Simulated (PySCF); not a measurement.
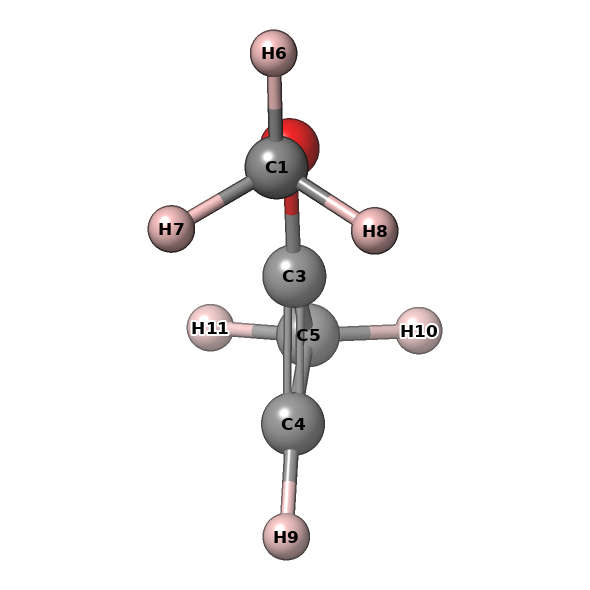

O2 lies behind C1. The molecule seen nearly along the C1–O2 bond, C1 in front. Depth is shown by fading: the farther an atom, the more it takes the colour of the background. Computed geometry: PBE0-D3(BJ)/def2-SVP optimisation. No frequency run is at hand to confirm it as a minimum.

Q: What is the torsion angle H6–C1–O2–C3? The sign is positive where the front bond must turn clockwise to cover the back bond.

A: 180°, antiperiplanar (anti).
